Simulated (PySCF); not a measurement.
# Geometry relaxation of CH3AlO (part 1 of 2)

CH3AlO, SMILES [CH3][Al]=[O], computed with PBE0/def2-TZVP, RKS, dispersion D4 (PySCF 2.14.0).

The atoms were displaced at random from an optimised geometry.

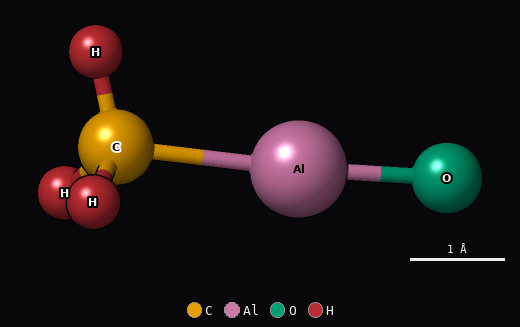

Fig. 1: The input geometry (ball-and-stick view, seen at a tilt). Sticks mark near contacts.

Summary:

```tsv
quantity	value
outcome	converged
total energy	−357.370411 hartree
dispersion energy	−0.002545 hartree
basis functions	117
HOMO	−7.22 eV
LUMO	−1.52 eV
dipole moment	5.78 D
hardware	1 thread of Arm Neoverse V2, 24 GiB of memory available, shared host
wall time	1.7 min
peak memory	1.1 GiB
```

Input file (job.py):
```python
from pyscf import gto, dft
from pyscf.geomopt.geometric_solver import kernel as optimise

system = gto.M(
    atom='input.xyz',
    max_memory=1860,
    verbose=3,
    basis='def2-tzvp',
)

mf = dft.RKS(system)
mf.xc = 'pbe0'
mf = mf.density_fit(auxbasis='def2-universal-jkfit')
mf.grids.level = 4
mf.max_cycle = 100
mf.conv_tol = 1e-09
mf.disp = 'd4'
converged, mol_eq = optimise(mf, maxsteps=100)
print('converged:', converged)
print(mol_eq.tostring())

mf.reset(mol_eq)
system = mol_eq
mf.kernel()
e_tot = mf.e_tot
print(f'total energy: {e_tot:.8f} hartree')
```

File input.xyz:
```
6
CH3AlO
C     -0.400389     0.563964    -0.344175
Al     0.664038    -0.840276     0.552584
O      1.639970    -1.938300     1.211040
H      0.121399     1.461704    -0.292347
H     -1.392851     0.522402     0.184947
H     -0.588362     0.290712    -1.411493
```

Launch command:
```bash
OMP_NUM_THREADS=1 python job.py
```

Log:
```
#|     Arguments passed to driver run_optimizer():      |#
customengine              <pyscf.geomopt.geometric_solver.PySCFEngine object>
maxiter                   100
----------------------------------------------------------
Custom engine selected.
Bonds will be generated from interatomic distances less than 1.20 times sum of covalent radii
18 internal coordinates being used (instead of 18 Cartesians)
Internal coordinate system (atoms numbered from 1):
Distance 1-2
Distance 1-4
Distance 1-5
Distance 1-6
Distance 2-3
Angle 2-1-4
Angle 2-1-5
Angle 2-1-6
Angle 4-1-5
Angle 4-1-6
Angle 5-1-6
LinearAngleX 1-2-3
LinearAngleY 1-2-3
Translation-X 1-6
Translation-Y 1-6
Translation-Z 1-6
Rotation-A 1-6
Rotation-B 1-6
Rotation-C 1-6
<class 'geometric.internal.Distance'> : 5
<class 'geometric.internal.Angle'> : 6
<class 'geometric.internal.LinearAngle'> : 2
<class 'geometric.internal.TranslationX'> : 1
<class 'geometric.internal.TranslationY'> : 1
<class 'geometric.internal.TranslationZ'> : 1
<class 'geometric.internal.RotationA'> : 1
<class 'geometric.internal.RotationB'> : 1
<class 'geometric.internal.RotationC'> : 1
> ===== Optimization Info: ====
> Job type: Energy minimization
> Maximum number of optimization cycles: 100
> Initial / maximum trust radius (Angstrom): 0.100 / 0.300
> Convergence Criteria:
> Will converge when all 5 criteria are reached:
>  |Delta-E| < 1.00e-06
>  RMS-Grad  < 3.00e-04
>  Max-Grad  < 4.50e-04
>  RMS-Disp  < 1.20e-03
>  Max-Disp  < 1.80e-03
> === End Optimization Info ===

Geometry optimization cycle 1
Cartesian coordinates (Angstrom)
 Atom        New coordinates             dX        dY        dZ
   C  -0.400389   0.563964  -0.344175    0.000000  0.000000  0.000000
  Al   0.664038  -0.840276   0.552584    0.000000  0.000000  0.000000
   O   1.639970  -1.938300   1.211040    0.000000  0.000000  0.000000
   H   0.121399   1.461704  -0.292347    0.000000  0.000000  0.000000
   H  -1.392851   0.522402   0.184947    0.000000  0.000000  0.000000
   H  -0.588362   0.290712  -1.411493    0.000000  0.000000  0.000000

WARN: Mole.unit (angstrom) is changed to Bohr

converged SCF energy = -357.365017120233
--------------- DFRKS_Scanner gradients ---------------
         x                y                z
0 C     0.0309298946     0.0569178810     0.0033485040
1 Al    -0.0062311152     0.0011445097     0.0040921267
2 O     0.0082857067    -0.0072164732     0.0032499611
3 H    -0.0113721162    -0.0361121589    -0.0048995498
4 H    -0.0173705861    -0.0114415106     0.0092697678
5 H    -0.0042554718    -0.0033084405    -0.0150659465
----------------------------------------------
cycle 1: E = -357.36501712  dE = -357.365  norm(grad) = 0.0814108
Step    0 : Gradient = 3.324e-02/6.487e-02 (rms/max) Energy = -357.3650171202
Hessian Eigenvalues: 5.00000e-02 5.00000e-02 5.00000e-02 ... 3.18021e-01 4.13443e-01 4.93565e-01

Geometry optimization cycle 2
Cartesian coordinates (Angstrom)
 Atom        New coordinates             dX        dY        dZ
   C  -0.403783   0.529921  -0.337627   -0.003394 -0.034043  0.006548
  Al   0.669442  -0.843196   0.533030    0.005404 -0.002920 -0.019554
   O   1.628560  -1.932198   1.201655   -0.011410  0.006102 -0.009385
   H   0.097696   1.492801  -0.279686   -0.023703  0.031097  0.012661
   H  -1.372306   0.554080   0.164418    0.020545  0.031678 -0.020529
   H  -0.574934   0.259825  -1.380908    0.013428 -0.030887  0.030585
converged SCF energy = -357.369912602484
--------------- DFRKS_Scanner gradients ---------------
         x                y                z
0 C    -0.0004770335     0.0108489182    -0.0028082539
1 Al    -0.0023839494    -0.0020334974     0.0025822493
2 O     0.0018118941    -0.0003992618    -0.0001563386
3 H     0.0013626229    -0.0027054489    -0.0003482242
4 H     0.0006994452    -0.0046549123    -0.0001079705
5 H    -0.0010312338    -0.0010733182     0.0008373120
----------------------------------------------
cycle 2: E = -357.369912602  dE = -0.00489548  norm(grad) = 0.013422
Step    1 : Displace = 3.534e-02/4.526e-02 (rms/max) Trust = 1.000e-01 (=) Grad = 5.479e-03/1.122e-02 (rms/max) E (change) = -357.3699126025 (-4.895e-03) Quality = 1.136
Hessian Eigenvalues: 4.99991e-02 5.00000e-02 5.00000e-02 ... 3.31188e-01 4.31574e-01 4.92822e-01

Geometry optimization cycle 3
Cartesian coordinates (Angstrom)
 Atom        New coordinates             dX        dY        dZ
   C  -0.405398   0.513774  -0.332648   -0.001615 -0.016147  0.004979
  Al   0.680630  -0.841740   0.524554    0.011189  0.001456 -0.008476
   O   1.628184  -1.932049   1.202001   -0.000376  0.000149  0.000346
   H   0.084399   1.488626  -0.275077   -0.013296 -0.004175  0.004609
   H  -1.375453   0.577737   0.162116   -0.003147  0.023657 -0.002302
   H  -0.566284   0.256245  -1.379955    0.008650 -0.003580  0.000953
converged SCF energy = -357.370336610602
--------------- DFRKS_Scanner gradients ---------------
         x                y                z
0 C    -0.0007184193     0.0015476905    -0.0019964169
1 Al    -0.0010971697    -0.0013817199     0.0010661671
2 O     0.0002491424     0.0007565959    -0.0006045216
3 H     0.0003955960     0.0004624648     0.0003581415
4 H     0.0010173971    -0.0008998147     0.0000684267
5 H     0.0001320663    -0.0004974336     0.0011075201
----------------------------------------------
cycle 3: E = -357.370336611  dE = -0.000424008  norm(grad) = 0.00399829
Step    2 : Displace = 1.507e-02/2.439e-02 (rms/max) Trust = 1.414e-01 (+) Grad = 1.632e-03/2.626e-03 (rms/max) E (change) = -357.3703366106 (-4.240e-04) Quality = 1.227
Hessian Eigenvalues: 4.99824e-02 5.00000e-02 5.00000e-02 ... 3.28231e-01 4.36256e-01 4.97842e-01

Geometry optimization cycle 4
Cartesian coordinates (Angstrom)
 Atom        New coordinates             dX        dY        dZ
   C  -0.406400   0.508516  -0.329937   -0.001002 -0.005258  0.002711
  Al   0.689836  -0.839403   0.521361    0.009206  0.002338 -0.003193
   O   1.628593  -1.934119   1.204944    0.000409 -0.002070  0.002943
   H   0.080869   1.485271  -0.275238   -0.003531 -0.003355 -0.000161
   H  -1.379040   0.584418   0.160828   -0.003588  0.006681 -0.001288
   H  -0.565904   0.259032  -1.380895    0.000380  0.002787 -0.000940
converged SCF energy = -357.37039116157
--------------- DFRKS_Scanner gradients ---------------
         x                y                z
0 C     0.0001460908    -0.0004410520    -0.0005834209
1 Al    -0.0006219596    -0.0005102297     0.0003326528
2 O     0.0002240273     0.0003285606    -0.0002701384
3 H    -0.0000480337     0.0005024364     0.0001831470
4 H     0.0001056991     0.0002397092     0.0001678396
5 H     0.0001716180    -0.0001250832     0.0001679392
----------------------------------------------
cycle 4: E = -357.370391162  dE = -5.4551e-05  norm(grad) = 0.00141548
Step    3 : Displace = 6.298e-03/9.286e-03 (rms/max) Trust = 2.000e-01 (+) Grad = 5.779e-04/8.705e-04 (rms/max) E (change) = -357.3703911616 (-5.455e-05) Quality = 1.202
Hessian Eigenvalues: 4.98385e-02 5.00000e-02 5.00000e-02 ... 3.33086e-01 4.28933e-01 4.95115e-01

Geometry optimization cycle 5
Cartesian coordinates (Angstrom)
 Atom        New coordinates             dX        dY        dZ
   C  -0.406338   0.507873  -0.329175    0.000062 -0.000644  0.000762
  Al   0.695342  -0.836856   0.519488    0.005506  0.002547 -0.001873
   O   1.627371  -1.935192   1.207037   -0.001222 -0.001072  0.002093
   H   0.080269   1.484586  -0.276185   -0.000599 -0.000684 -0.000947
   H  -1.379398   0.583068   0.160994   -0.000357 -0.001350  0.000166
   H  -0.567249   0.260846  -1.380928   -0.001345  0.001814 -0.000033
converged SCF energy = -357.370401743097
--------------- DFRKS_Scanner gradients ---------------
         x                y                z
0 C     0.0002322410    -0.0004353491     0.0000687439
1 Al    -0.0003725305    -0.0001092999     0.0001016471
2 O     0.0002087304     0.0000918931    -0.0001076734
3 H    -0.0000625917     0.0001334350     0.0000234873
4 H    -0.0000792986     0.0002809504    -0.0000226109
5 H     0.0000509504     0.0000376894    -0.0000671643
----------------------------------------------
cycle 5: E = -357.370401743  dE = -1.05815e-05  norm(grad) = 0.000767717
Step    4 : Displace = 3.016e-03/5.629e-03 (rms/max) Trust = 2.828e-01 (+) Grad = 3.134e-04/4.982e-04 (rms/max) E (change) = -357.3704017431 (-1.058e-05) Quality = 1.403
Hessian Eigenvalues: 4.85923e-02 4.99999e-02 5.00000e-02 ... 3.34001e-01 4.34605e-01 4.99274e-01

Geometry optimization cycle 6
Cartesian coordinates (Angstrom)
 Atom        New coordinates             dX        dY        dZ
   C  -0.405554   0.508324  -0.329286    0.000784  0.000451 -0.000111
  Al   0.700988  -0.833966   0.517278    0.005646  0.002889 -0.002210
   O   1.625158  -1.936219   1.209347   -0.002213 -0.001027  0.002310
   H   0.079261   1.485608  -0.277389   -0.001008  0.001021 -0.001204
   H  -1.377970   0.579060   0.162681    0.001427 -0.004008  0.001687
   H  -0.568730   0.261869  -1.380964   -0.001481  0.001023 -0.000036
converged SCF energy = -357.37040763939
--------------- DFRKS_Scanner gradients ---------------
         x                y                z
0 C     0.0001135984    -0.0001514991     0.0003545398
1 Al    -0.0001173393     0.0000935852    -0.0000039313
2 O     0.0001210342    -0.0000290509    -0.0000163928
3 H     0.0000212398    -0.0001279633    -0.0000567545
4 H    -0.0001165915     0.0001347836    -0.0001458245
5 H    -0.0000433470     0.0000846026    -0.0001375779
----------------------------------------------
cycle 6: E = -357.370407639  dE = -5.89629e-06  norm(grad) = 0.000548539
Step    5 : Displace = 3.651e-03/5.746e-03 (rms/max) Trust = 3.000e-01 (+) Grad = 2.239e-04/4.019e-04 (rms/max) E (change) = -357.3704076394 (-5.896e-06) Quality = 1.353
Hessian Eigenvalues: 4.35222e-02 4.99997e-02 5.00000e-02 ... 3.31846e-01 4.40004e-01 5.00594e-01

Geometry optimization cycle 7
Cartesian coordinates (Angstrom)
 Atom        New coordinates             dX        dY        dZ
   C  -0.404400   0.508988  -0.329917    0.001155  0.000664 -0.000631
  Al   0.704929  -0.832081   0.515589    0.003941  0.001885 -0.001689
   O   1.623325  -1.936950   1.211095   -0.001832 -0.000731  0.001748
   H   0.077689   1.487549  -0.278342   -0.001572  0.001941 -0.000953
   H  -1.375608   0.575096   0.164999    0.002362 -0.003964  0.002318
   H  -0.569459   0.261868  -1.381037   -0.000729 -0.000002 -0.000073
converged SCF energy = -357.370410268793
```
